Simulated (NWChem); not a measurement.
# CsI (SMILES [I][Cs]) at 6 levels

We compute a comparison of 6 runs (HF/3-21G, BHLYP/def2-TZVP, wB97X/def2-TZVP, B2PLYP/def2-TZVP, M06-L/def2-TZVP, MP3/def2-TZVP) of CsI. 

The results are computed with NWChem 7.3.0.

2 further runs of the same task are left out: 2 set aside as unsound or not needed.

## 1. The structure to begin with

The species is CsI (2 atoms), meant as a singlet with charge 0. As SMILES, `[I][Cs]`. The bond length is the measured one.

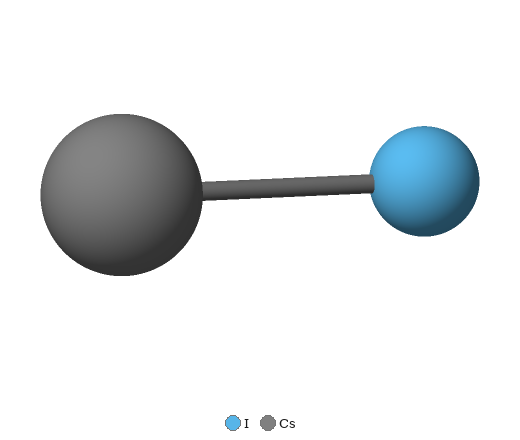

The structure, seen from a chosen angle (iodine blue, caesium grey).

## 2. Energy and gradient at HF/3-21G (run 1)

csi.nw

```
start csi
title "CsI"
memory 2200 mb

geometry units au noautosym nocenter noautoz
   I   0.00000000  0.00000000  0.00000000
   Cs  0.00000000  0.00000000  6.26480493
end

basis spherical bse
   * library 3-21G
end

scf
   singlet
   rhf
   thresh 1e-08
   maxiter 80
   noprint "final vectors analysis"
end

task scf gradient
```

Command:

```bash
$ nwchem csi.nw > csi.out
```

The program printed:

```text
[...]
  functions       =    66
[...]
  wavefunction    = RHF
[...]
         Total SCF energy = -14417.467947280693
      One-electron energy = -20745.205078632767
      Two-electron energy =   5862.439323587771
 Nuclear repulsion energy =    465.297807764303
        Time for solution =      4.8s
[...]
                         RHF ENERGY GRADIENTS
    atom               coordinates                        gradient
                 x          y          z           x          y          z
   1 I       0.000000   0.000000   0.000000   -0.000000   0.000000   0.025121
   2 Cs      0.000000   0.000000   6.264805    0.000000  -0.000000  -0.025121
[...]
```

Wall time 9.3 s (1 thread of Intel Xeon Platinum 8488C (Sapphire Rapids), shared host); peak memory 0.099 GiB.

## 3. Energy and forces at BHLYP/def2-TZVP (core potential) (run 2)

calc.nw

```
start calc
memory stack 880 mb heap 220 mb global 1100 mb

geometry noautosym nocenter noautoz
  I        0.000000       0.000000       0.000000
  Cs       0.000000       0.000000       3.315192
end

basis "ao basis" spherical bse
  I library def2-TZVP
  Cs library def2-TZVP
end

ecp bse
  I library def2-TZVP
  Cs library def2-TZVP
end

dft
  xc bhlyp
  grid xfine
  convergence energy 1e-08
  iterations 100
  mulliken
  print low
end

task dft gradient
```

Command:

```bash
$ nwchem calc.nw > calc.out
```

The program printed:

```text
[...]
 d= 0,ls=0.0,diis     1   -317.8208322994 -3.54D+02  1.06D-02  1.23D-01     2.1
[...]
 d= 0,ls=0.0,diis     8   -317.8471069110 -4.18D-09  9.79D-07  7.96D-09    12.8
         Total DFT energy =     -317.847106911039
      One electron energy =     -625.639875801595
           Coulomb energy =      297.268850464266
    Exchange-Corr. energy =      -25.391009283758
 Nuclear repulsion energy =       35.914927710049
[...]
      Total Density - Mulliken Population Analysis
     ---------------------------------------------
    Atom       Charge   Shell Charges
 -----------   ------   -------------------------------------------------------
    1 I   25    25.77   0.19 -0.78  1.61  0.99  1.10  0.87 -0.49  6.44  1.41  2.81  1.61  9.19  0.79  0.03  0.00  0.00
    2 Cs   9     8.23  -0.32  1.60  0.72  0.06 -0.01  5.40  0.58  0.02  0.05  0.09  0.01
[...]
                         DFT ENERGY GRADIENTS
    atom               coordinates                        gradient
                 x          y          z           x          y          z
   1 I       0.000000   0.000000   0.000000   -0.000000  -0.000000   0.004346
   2 Cs      0.000000   0.000000   6.264804    0.000000   0.000000  -0.004346
 Task  times  cpu:       17.6s     wall:       17.6s
 Total times  cpu:       17.6s     wall:       17.6s
```

Wall time 18 s (1 thread of Intel Xeon Platinum 8488C (Sapphire Rapids), shared host); peak memory 0.14 GiB.

Runs 3 to 5 aren't shown in full; the table further down has their settings and results.

## 4. A single-point energy at MP3/def2-TZVP (core potential) (run 6)

csi.nw

```
start csi
title "CsI"
memory stack 330 mb heap 110 mb global 1760 mb
charge 0

geometry units angstroms noautosym nocenter noautoz
   I      0.000000     0.000000     0.000000
   Cs     0.000000     0.000000     3.315192
end

basis spherical bse
   I library def2-TZVP
   Cs library def2-TZVP
end

ecp bse
   I library def2-TZVP
   Cs library def2-TZVP
end

scf
   thresh 1e-08
   maxiter 80
   print medium
end

tce
   scf
   mbpt3
   freeze core 4
   maxiter 60
end

task tce energy
```

Command:

```bash
$ nwchem csi.nw > csi.out
```

The program printed:

```text
[...]
  functions       =    79
[...]
  wavefunction    = RHF
[...]
         Total SCF energy =   -316.614012598869
      One-electron energy =   -625.429549135213
      Two-electron energy =    272.900608826296
 Nuclear repulsion energy =     35.914927710049
        Time for solution =     11.9s
[...]
         Wavefunction type : Restricted Hartree-Fock
          No. of electrons :    34
[...]
         Spin multiplicity : singlet
[...]
```

Run time: 28 s. Hardware: 1 thread of Intel Xeon Platinum 8488C (Sapphire Rapids), shared host; peak memory 1.1 GiB.

## 5. All runs side by side

| run | level | iteration cap | module | energy (Eh) | largest force (eV/Å) | wall time |
| --- | --- | --- | --- | --- | --- | --- |
| 1 | HF/3-21G | 80 | scf | -14417.467947 | 1.292 | 9.3 s |
| 2 | BHLYP/def2-TZVP (core potential) | 100 | dft | -317.847107 | 0.223 | 18 s |
| 3 | wB97X/def2-TZVP (core potential) | 100 | dft | -318.004481 | 0.235 | 51 s |
| 4 | B2PLYP/def2-TZVP (core potential) | 100 | dft | -317.702954 | – | 16 s |
| 5 | M06-L/def2-TZVP (core potential) | 100 | dft | -318.113435 | 0.313 | 37 s |
| 6 | MP3/def2-TZVP (core potential) | 80 | tce | -317.185093 | – | 28 s |

## 6. What came out

```
                                          quantity          value
                               run 6: total energy  -317.18509 Eh
        run 6: HOMO energy (Hartree–Fock orbitals)       -7.65 eV
        run 6: LUMO energy (Hartree–Fock orbitals)       -0.29 eV
      run 6: HOMO–LUMO gap (Hartree–Fock orbitals)        7.37 eV
run 6: correlation energy (4 core orbitals frozen)     -571.1 mEh
```

**Reading.** Over runs 1, 4, 5 the dipole moment (its size) runs from 11.73 D (M06-L/def2-TZVP) to 15.05 D (HF/3-21G). The two ends differ in method and basis and core potential. Totals of different functionals can't be ranked against each other. Some runs of one species differ in core potentials or relativity; totals across that change don't compare. In run 1 relativity is left out where basis or elements ask for it. All runs together took 2.7 min, the longest 51 s.
